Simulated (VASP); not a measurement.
Here is the system:

```
CELL_PARAMETERS angstrom
      0.00000     2.69927     2.69927
      2.69927     0.00000     2.69927
      2.69927     2.69927     0.00000
ATOMIC_POSITIONS crystal
  Cd 0.00000 0.00000 0.00000
  F  0.25000 0.25000 0.25000
  F  0.75000 0.75000 0.75000
```

All values below come from PBEsol GGA, VASP's PBE PAW potentials (set 64) (plane waves; VASP). Settings: 520 eV cut-off, 8×8×8 Γ-centred mesh, tetrahedra with Blöchl corrections, potentials Cd F.

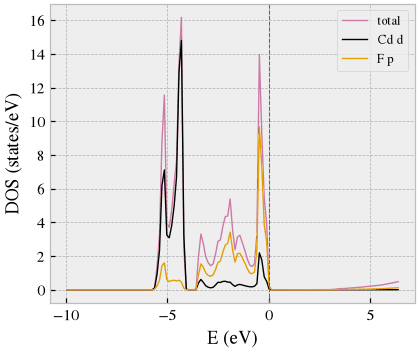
Figure. Total and projected density of states, zero at the valence-band maximum

Within 2 eV below the valence-band maximum the largest weight inside VASP's projection spheres is F p.

The gap is indirect, 2.88 eV, from the valence maximum at W to the conduction minimum at Γ.

The compound is CdF2 in the fluorite structure. It was relaxed first.
